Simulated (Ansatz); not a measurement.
# CH$_{11}$OPSi$_{3}$: what the fields show

Input file:

```
crystal:
  periodic: [false, false, false]
  atoms:
    - {symbol: C, position_ang: [0.088410, -1.617232, 2.664936]}
    - {symbol: O, position_ang: [-1.170257, 0.782874, 1.755126]}
    - {symbol: P, position_ang: [-0.632630, -1.435442, -0.618041]}
    - {symbol: Si, position_ang: [-1.168306, -0.868259, 1.511474]}
    - {symbol: Si, position_ang: [-1.951312, 2.185051, 1.321870]}
    - {symbol: Si, position_ang: [0.840763, 0.246784, -0.972695]}
    - {symbol: H, position_ang: [0.094533, -2.715048, 2.576147]}
    - {symbol: H, position_ang: [1.101572, -1.246903, 2.442323]}
    - {symbol: H, position_ang: [-0.147246, -1.353970, 3.708608]}
    - {symbol: H, position_ang: [-2.538749, -1.409045, 1.771954]}
    - {symbol: H, position_ang: [-3.082309, 2.446350, 2.260730]}
    - {symbol: H, position_ang: [-2.495741, 2.077088, -0.066887]}
    - {symbol: H, position_ang: [-0.980140, 3.311569, 1.390634]}
    - {symbol: H, position_ang: [-1.744050, -0.768191, -1.223010]}
    - {symbol: H, position_ang: [0.252714, 1.614667, -0.840110]}
    - {symbol: H, position_ang: [1.944470, 0.094710, 0.021951]}
    - {symbol: H, position_ang: [1.411593, 0.112834, -2.345775]}
basis:
  gaussian: {orbitals: def2-SVPD}
hamiltonian: {xc: {name: PBE0}}
output: {forces: true, orbitals: {seedname: orbitals}}
```

Run with:

```sh
ansatz run input.yaml --threads 4 --pin off --max-ram 7830MiB --events-out events.jsonl --progress --plain --runs-dir runs
```

Geometry: r2SCAN-D4/def2-SVP.

Level of theory: isolated molecule in a Gaussian basis; Kohn-Sham density functional theory, functional PBE0 in Ansatz.

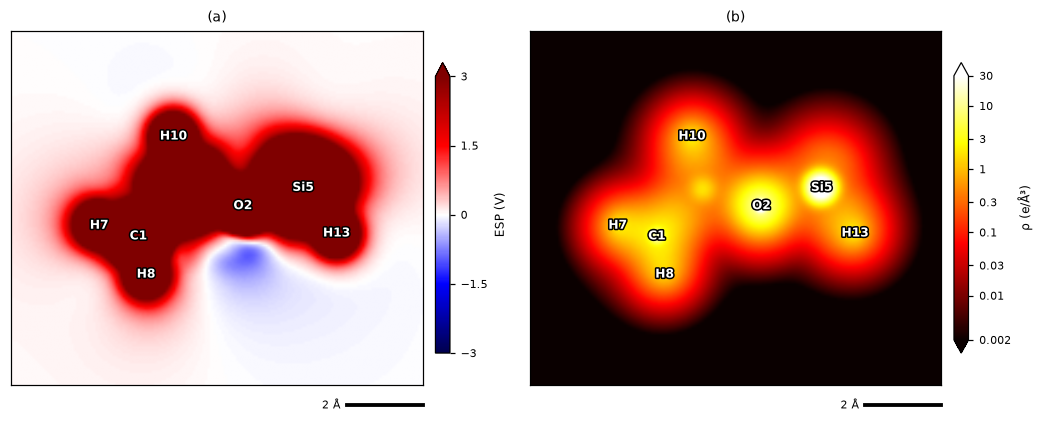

Figure 1. (a) electrostatic potential; (b) electron density on the plane of atoms O2, Si5 and H13.

Question: Interpret the plot.

Answer: The section cuts through C, O, Si and H sites.
Si–O (1.66 Å): the density is about 1 e/Å³ at the midpoint.
C–H (1.10 Å): ρ is about 1.9 e/Å³ halfway.
Si–H (1.49 Å): ρ at the midpoint is about 0.78 e/Å³.
Outside the dense part of the molecule the potential is most negative (−1.0 V) near O2.

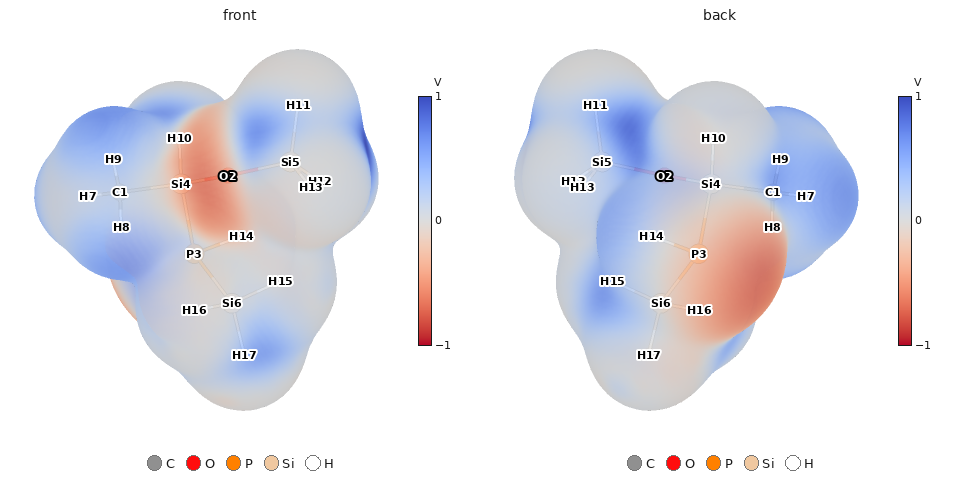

Figure 2. The molecular electrostatic potential painted on the density surface at 0.001 e/bohr³, seen from the front and from behind; red is negative and blue positive.

Question: Which sites attract a positive test charge, and which a negative one?

Answer: A positive charge is drawn to the negative regions and a negative charge to the positive ones. The most negative region (about −0.7 V, or −16 kcal/mol for a unit charge) lies over O2 and P3, the most positive (about +0.8 V, or +18 kcal/mol for a unit charge) over Si5.

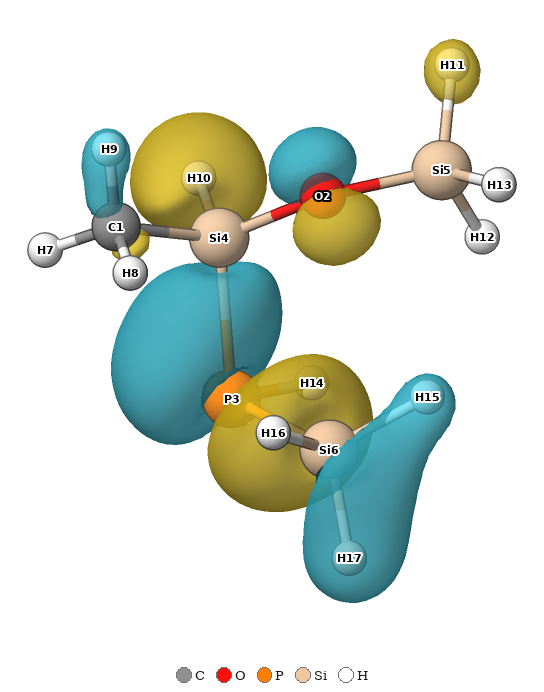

Figure 3. The HOMO−1 at ±0.1 Å⁻³ᐟ² (yellow and cyan are the two phases), seen at an oblique angle.

Question: Describe this orbital and give its energy.

Answer: By Hirshfeld shares it lies mainly on P3 (about 40 %), Si6 (about 20 %), Si4 (about 15 %), H10 (about 10 %) and O2 (about 5 %). Its energy is −8.31 eV.
